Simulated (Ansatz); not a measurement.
# CaSiS3 in R-3c, a phase reached by a soft mode: a soft mode frozen in, part 3 of 3

Which phase does CaSiS3 in R-3c, a phase reached by a soft mode fall into along its unstable mode, and how much energy does it gain?

Ansatz 0.2.0; DFT LDA, scalar-relativistic, plane waves, PAW; PAW set soft_1.

So far. Step 5 (Energy along the mode, all amplitudes (two of the runs …): The lowest of the steps tried is at 0.22 Å, 2.86 meV/atom below the parent; the bottom of the well need not coincide with a step. Step 7 (The new phase in its own primitive cell): The largest force component left is 0.71 meV/Å and the pressure is 0.000 GPa, within the tolerances set. The cell now holds 18.04 Å³/atom.

The structure was built from a prototype and need not be the compound's stable phase.

### Step 8. Modes of the new phase

A relaxed structure may still be a saddle point, so its zone-centre modes are computed. The response to a homogeneous field gives the Born charges and the dielectric tensor.

Contents of input.yaml:

```yaml
crystal:
  lattice:
    - [5.2884233158, -3.258106083, -1.84423e-05]
    - [5.2884233158, 3.258106083, -1.84423e-05]
    - [-3.2456809322, 0.0, 5.2349080454]
  atoms:
    - { symbol: Ca, position: [0.7432396306, 0.2567603694, 0.5] }
    - { symbol: Ca, position: [0.2381086452, 0.7618913548, 0.0] }
    - { symbol: Si, position: [0.9796211346, 0.5134159635, 0.2429143862] }
    - { symbol: Si, position: [0.4865840365, 0.0203788654, 0.7570856138] }
    - { symbol: S, position: [0.1600868704, 0.8399131296, 0.5] }
    - { symbol: S, position: [0.8304768804, 0.1695231196, 0.0] }
    - { symbol: S, position: [0.7866293622, 0.6645035223, 0.9129369776] }
    - { symbol: S, position: [0.2819005833, 0.3417000408, 0.590548725] }
    - { symbol: S, position: [0.3354964777, 0.2133706378, 0.0870630224] }
    - { symbol: S, position: [0.6582999592, 0.7180994167, 0.409451275] }
kpoints:
  mp_grid: { grid: [6, 6, 6] }
hamiltonian:
  xc: lda
  pseudopotentials: { kind: paw, azcp: { folder: soft_1 }, xc_functional: pbe }
scf:
  occupations: { method: fixed }
output:
  eigenvalues: true
phonons:
  method: dfpt
  dielectric: true
  rigid_motions: translations
```

Run with:

```bash
$ ansatz run input.yaml --threads 4 --pin off --max-ram 16384MiB --backend cpu --events-out ev --progress --plain --runs-dir out
```

Numbers of over 12 decimals in the logs are rounded to 6 here.

Log:

```text
[...]
Crystal: 10 atoms, lattice volume = 180.397 Å³
Basis set: ecut = 420 eV, 3503 PW (Γ), exchange–correlation on 90×90×90 points (8 copies of the dense FFT grid, shifted against one another)
Bands: 42, of which v1, the nominal top of the filled ones, is band 32 counted from 1 (31 counted from 0)
Symmetry: 2 space group operations
k-points: 112 of 216 (irreducible under 1 space group operation, time reversal used)
[...]
SCF iter   1: F=—  HF=-9994.427970 eV  |F-HF|=—  |Δ(HF+E_count)|=         —  Δρ=5.60e-2  dr2=1.32e1  ethr=3.10e-3  ⟨swp⟩=7.8  Hψ=22878  notcnv=0  defer=811
[...]
SCF iter  11: F=-9990.319068 eV  HF=-9990.319068 eV  |F-HF|=1.09e-11  |Δ(HF+E_count)|=  7.46e-11  Δρ=1.26e-7  dr2=2.33e-11  ethr=1.00e-12  ⟨swp⟩=21.9  Hψ=43551  notcnv=0
SCF 1 converged in 11 iterations: F = -9990.319068 eV  dr2 = 2.33e-11
[...]
NSCF: frozen V_eff on 3 k-points
[...]
Bands: 33, of which v1, the nominal top of the filled ones, is band 32 counted from 1 (31 counted from 0)
k-points: 144 of 512 (time reversal used)
[...]
Eigensolver: Dense (144 Hₖ)
SCF iter   1: F=—  HF=-9990.249791 eV  |F-HF|=—  |Δ(HF+E_count)|=         —  Δρ=2.28e-4  dr2=2.76e-5  ethr=1.00e-1
[...]
SCF iter   3: F=-9990.249799 eV  HF=-9990.249799 eV  |F-HF|=7.26e-9  |Δ(HF+E_count)|=   2.56e-6  Δρ=6.90e-6  dr2=8.54e-8  ethr=1.43e-8
SCF 1 converged in 3 iterations: F = -9990.249799 eV  dr2 = 8.54e-8
[...]
SCF converged after 11 iterations
Free energy (F): -9990.319068 eV
[...]
Internal energy: -9990.319068 eV  (E = F + TS)
E sigma→0 (E₀):  -9990.319068 eV
Fermi energy:    7.813587 eV
[...]
--- Band table (eV; the first three rows and the last of 112) ---
  k-point 0: bands = [... 28 lower, 7.0832, 7.2887, 7.4836, 7.8136, 8.8086, 10.6087, 10.9571, 11.1449, ... 6 higher]
  k-point 1: bands = [... 28 lower, 7.1230, 7.3502, 7.4775, 7.7569, 8.7657, 10.4489, 10.8178, 11.1612, ... 6 higher]
  k-point 2: bands = [... 28 lower, 6.9451, 7.2094, 7.4719, 7.7461, 8.6534, 9.6447, 11.1131, 11.5030, ... 6 higher]
  k-point 111: bands = [... 28 lower, 6.7337, 6.7393, 6.8088, 6.8119, 9.0068, 9.0690, 11.7991, 11.8871, ... 6 higher]
[...]
ASR residual: 1.407e-4 → 0.000e0 eV/Å²; symmetrization residual: 6.512e-6 eV/Å²
[...]
ε∞ (high-frequency dielectric tensor):
       13.542434     0.000000    -0.815077
        0.000000    10.900930     0.000000
       -0.815077     0.000000    11.149724
[...]
Born effective charges Z* (e; rows j = field, columns β = displacement):
    site 0:
         2.51278    0.00000    0.03591
         0.00000    2.43347    0.00000
         0.14841    0.00000    2.67368
    site 1:
         2.41077    0.00000    0.07300
         0.00000    2.69095    0.00000
        -0.10750    0.00000    2.45262
    site 2:
         4.54046    0.35210    0.28938
        -0.43424    4.63443   -1.12882
         0.23143    1.24416    4.62661
    site 3:
         4.54046   -0.35210    0.28938
         0.43424    4.63443    1.12882
         0.23143   -1.24416    4.62661
    site 4:
        -2.99474   -0.00000   -0.90214
        -0.00000   -2.36336   -0.00000
        -0.82917   -0.00000   -2.11808
    site 5:
        -2.70328   -0.00000   -0.82760
        -0.00000   -2.36215   -0.00000
        -0.29174   -0.00000   -2.22424
    site 6:
        -2.19121   -0.87398    0.13754
        -0.30249   -2.46886    0.17984
        -0.00313    0.10479   -2.29197
    site 7:
        -1.96201   -0.43569    0.38349
        -0.38587   -2.36502    0.06283
         0.31170    0.37316   -2.72664
    site 8:
        -2.19121    0.87398    0.13754
         0.30249   -2.46886   -0.17984
        -0.00313   -0.10479   -2.29197
    site 9:
        -1.96201    0.43569    0.38349
         0.38587   -2.36502   -0.06283
         0.31170   -0.37316   -2.72664
  Z* charge neutrality: 2.947e-2 e pre-enforcement
[...]
optical modes at Γ without the LO–TO term, one row a degenerate level:
      ω (cm⁻¹)  modes    IR ((D/Å)²/amu)
        -66.16      1            15.0468
         66.52      1             1.4574
         85.51      1            16.6496
        106.83      1             7.2596
        111.84      1            17.8210
        123.02      1             4.5376
        129.48      1             0.3463
[...]
optical modes at Γ + LO–TO along q̂ = [1.0000, 0.0000, 0.0000]:
      ω (cm⁻¹)  modes    IR ((D/Å)²/amu)
[...]
optical modes at Γ + LO–TO along q̂ = [0.0000, 1.0000, 0.0000]:
      ω (cm⁻¹)  modes    IR ((D/Å)²/amu)
[...]
optical modes at Γ + LO–TO along q̂ = [0.0000, 0.0000, 1.0000]:
      ω (cm⁻¹)  modes    IR ((D/Å)²/amu)
[...]
272.58      1            32.0566
        277.35      1            26.0628
        282.00      1             1.6757
        314.96      1             6.3045
        323.77      1             0.3465
        326.87      1             2.9032
        358.08      1             9.0369
        365.91      1            12.0802
        371.38      1             0.0415
        376.61      1            21.5366
        405.96      1             0.2492
        419.70      1            25.7229
```

The job ended after 12 min (4 threads of Arm Neoverse V1, shared host; peak memory 3.4 GiB; 49 min of CPU time).

Numbers from this step:

```
sum-rule residual before enforcement                    : 1.41e-4 eV/Å²
miss of the charge sum rule                             : 0.02947 e
estimated error of the dielectric tensor                : 0.05584
estimated error of the Born charges                     : 0.02747 e
point group                                             : 2
highest optical mode at the zone centre (no LO-TO term) : 406.2 cm⁻¹
lowest optical zone-centre mode                         : -66.16 cm⁻¹
mean high-frequency dielectric constant                 : 11.86
largest Born charge (third of the trace)                : 4.601 e
top of the zone-centre spectrum with the field          : 419.7 cm⁻¹
```

Patterns of degenerate modes are one choice out of their space. Modes at Γ, with each element's share of the kinetic energy (negative means imaginary):

```csv
mode,frequency (cm⁻¹),symmetry,Ca %,Si %,S %
1,-66.2,B,18,6,76
2,0.0,acoustic,24,17,59
3,0.0,acoustic,24,17,59
4,0.0,acoustic,24,17,59
5,66.5,B,64,2,34
6,85.5,B,49,19,33
7,106.8,B,23,17,60
8,111.8,A,2,24,74
9,123.0,B,38,36,26
10,129.5,A,10,4,85
11,139.5,A,25,40,36
12,156.2,B,12,36,51
13,167.4,B,67,0,33
14,170.2,A,67,2,32
15,179.0,B,7,11,82
16,220.9,A,9,13,79
17,226.7,B,16,16,68
18,234.5,A,1,1,98
19,265.1,B,29,10,61
20,272.6,A,35,17,48
21,282.0,A,2,6,92
22,289.9,B,9,13,78
23,323.8,A,20,2,77
24,326.6,B,11,21,69
25,333.3,B,4,18,79
26,364.9,B,5,9,86
27,365.9,A,0,60,40
28,371.4,A,4,42,53
29,406.0,A,1,72,28
30,406.2,B,0,52,47
```

Optical modes at the zone centre, without and with the macroscopic field of the longitudinal modes; each column is sorted by frequency, so a row need not hold one and the same mode. Modes with and without the field, by row:

```csv
rank among optical modes,no field (cm⁻¹),"q along (1, 0, 0) (cm⁻¹)","q along (0, 1, 0) (cm⁻¹)","q along (0, 0, 1) (cm⁻¹)"
1,-66.2,-62.5,-66.2,26.2
2,66.5,67.5,66.5,68
3,85.5,98.8,85.5,93.9
4,106.8,111.8,106.8,111.5
5,111.8,120.1,123,111.8
6,123,128.3,128.3,129.5
7,129.5,129.5,132.1,137.7
8,139.5,139.5,156.2,139.5
9,156.2,165,161.8,160.6
10,167.4,170.2,167.4,167.4
11,170.2,175.4,176.2,170.2
12,179,193.3,179,184.7
13,220.9,220.9,221.1,220.9
14,226.7,229.4,226.7,230
15,234.5,234.5,234.5,234.5
16,265.1,272.6,265.1,272.6
17,272.6,282,281.5,277.4
18,282,282.2,289.9,282
19,289.9,316.2,320.5,315
20,323.8,323.8,326.6,323.8
21,326.6,331.3,328.4,326.9
22,333.3,349.7,333.3,358.1
23,364.9,364.9,364.9,365.9
24,365.9,365.9,371.4,371.4
25,371.4,371.4,401.9,376.6
26,406,406,406.2,406
27,406.2,406.4,411.2,419.7
```

Born charge (rows field, columns displacement) (e), principal values of the symmetric part by kind of site:

```csv
atom,atoms with these values,low,middle,high,mean
Ca1,1,2.43,2.47,2.72,2.54
Ca2,1,2.40,2.46,2.69,2.52
Si3,2,4.31,4.65,4.85,4.60
S5,1,-3.53,-2.36,-1.59,-2.49
S6,1,-3.07,-2.36,-1.85,-2.43
S7,2,-2.97,-2.26,-1.72,-2.32
S8,2,-3.06,-2.32,-1.67,-2.35
```

In full for Ca1:

```
2.51 0.00 0.04
0.00 2.43 0.00
0.15 0.00 2.67
```

High-frequency dielectric tensor:

```
13.54  0.00 -0.82
 0.00 10.90  0.00
-0.82  0.00 11.15
```

Transverse modes; imaginary modes are left out. Infrared lines, with heights relative to the strongest:

```csv
position (cm⁻¹),lines merged,relative intensity
66,1,4.0
86,1,45
107,1,20
112,1,48
123,1,12
130,1,0.9
140,1,13
156,1,31
167,1,5.5
170,1,2.4
179,1,11
221,1,0.4
227,1,13
234,1,0.0
265,1,100
273,1,87
282,1,4.6
290,1,52
324,1,0.9
327,1,6.7
333,1,24
365,1,3.6
366,1,33
371,1,0.1
406,2,11
```

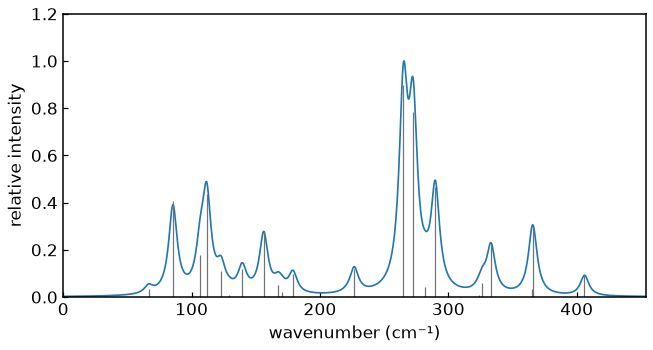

The infrared spectrum, broadened with Lorentzians of width 8 cm⁻¹; bars mark the lines.

Before it was imposed, the acoustic sum rule was missed by 1.4e-4 eV/Å² and the charge sum rule by 0.029 e. Small misses are needed for a sound result but don't prove that mesh and cutoff are converged. The lowest optical mode is imaginary, 66.2i cm⁻¹, so the energy falls along it.

The log warns of the k mesh: “the force constants stand on the 6×6×6 k-mesh, whose period is 13.94 times the interband length at k = (0.0000, 0.0000, 0.0000), direct gap 0.995 eV, under 14: take them and everything formed from them as unconverged”.

### Step 9. The phases reached

The phases reached along the modes that were followed are set side by side.

Energies are those of the first relaxation, on the mesh of the frozen mode; space group, volume and gap are those of the last relaxation. Phases, by row:

```csv
mode frozen in,space group,energy from parent (meV/atom),volume (Å³/atom),gap on mesh (eV),lowest zone-centre optical mode (cm⁻¹),largest shift (Å)
parent,R-3c,0,17.89,0.537,–,–
"q = (0, 0, 0), 77i cm⁻¹",Cc,-97.22,18.91,1.224,104.4,0.547
"q = (0, 0, 0), 77i cm⁻¹",C2,-3.86,18.04,0.793,-66.2,0.232
```

### Step 10. Results

```yaml
unstable_mode_of_the_parent: q = (0, 0, 0), 77i cm⁻¹
depth_at_the_lowest_point_sampled: 2.86 meV/atom
largest_atomic_shift_at_that_point: 0.22 Å
space_group_reached_within_0p01_a: C2
energy_gained_over_the_parent_first_relaxation_on_the_mesh_of_the_frozen_mode: 3.86 meV/atom
volume_per_atom_phase_reached: 18.0 Å³
gap_on_the_k_mesh_phase_reached: 0.793 eV
lowest_optical_zone_centre_mode_phase_reached: -66.2 cm⁻¹
highest_optical_mode_at_the_zone_centre_no_lo_to_term_phase_reached: 406 cm⁻¹
```

In words: Along this mode the structure falls into C2, 3.86 meV/atom below the parent. At the parent's cell the well is 2.864 meV/atom deep on the steps tried, with its lowest point at a shift of 0.22 Å. Relaxing atoms and cell changes the gain by +0.99 meV/atom against the lowest step (energies at zero smearing). The new phase still has an imaginary mode at the zone centre of its cell, so it is a saddle point on the way to a lower structure. Of the 2 patterns followed to their end from this parent, this one ends 93.4 meV/atom above the lowest, Cc. Each path keeps the symmetry of its pattern, so a lower phase may lie along a pattern not tried. With the field response the log warns that the k mesh is coarse for the force constants too, so the frequencies may not be converged. The PAW files were made for PBE and serve the other functionals too. The starting cell was built on a prototype and not taken from a measurement, so the phase need not exist.

[Logs are printed without paths, hosts, clocks, repeated set-up lines and the standing remarks that a program may print on its own settings, such as how far it seeks lower states.]

[Hosts, paths, dates, database ids (printed as entryN), source tags and the programs' standing remarks are cut or masked in the printed files.]
